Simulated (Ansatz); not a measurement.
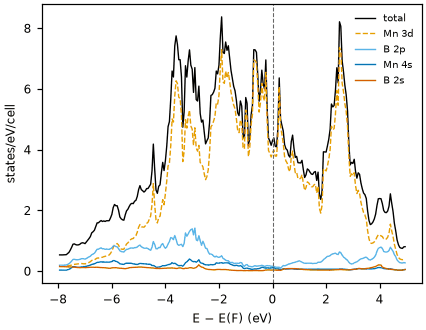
*Total and projected density of states of Mn2B in space group I4/mcm (No. 140; Mn on 8h, B on 4a), DFT-r²SCAN in the program Ansatz with PAW potentials*

Q: Which orbitals carry the states next to the Fermi level?

A: Within 0.5 eV of the Fermi level: Mn 3d 93 %. Projections are on Löwdin-orthogonalised atomic valence shells; empty p or d shells of many metals are not among them.

Q: Where is the tallest occupied peak in this window, and what makes it?

A: Near -1.9 eV, about 8.4 states/eV per cell; the largest projected share is Mn 3d.

The workflow started from an entry of the Crystallography Open Database (COD). Its standing as an ambient phase is unchecked. The cell was relaxed with r²SCAN under the symmetry of its start; its stability against distortions is not shown here. The final state is ferromagnetic, the only order run, not a proven ground state. The program gave a warning on the electronic state, which may not be the lowest.

Potentials: the later of the program's two PAW sets.
